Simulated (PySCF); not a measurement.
B(OMe)3, SMILES COB(OC)OC at its GFN2-xTB optimised geometry (Å):

```
16

B     -0.3106    -0.6497     0.0000
O      1.0539    -0.6497     0.0000
C      1.7855    -1.8557    -0.0001
H      1.6129    -2.4098    -0.9255
H      2.8394    -1.5890     0.0813
H      1.4934    -2.4870     0.8415
O     -0.9861     0.5373     0.0000
C     -0.2953     1.7672    -0.0109
H      0.2705     1.8821    -0.9381
H     -1.0456     2.5544     0.0662
H      0.3991     1.8288     0.8294
O     -0.9845    -1.8316     0.0012
C     -2.3941    -1.9041     0.0102
H     -2.8394    -0.9167    -0.1093
H     -2.7065    -2.5544    -0.8095
H     -2.7171    -2.3388     0.9591
```

Level of theory: PBE0/def2-TZVP run with PySCF.

Map of the Laplacian of the electron density (e/bohr⁵) on the plane z = 0.6 Å:

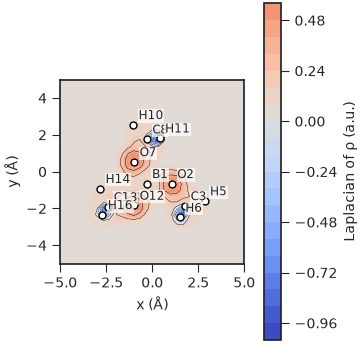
*Laplacian of the electron density (e/bohr⁵) on the plane z = 0.6 Å.*
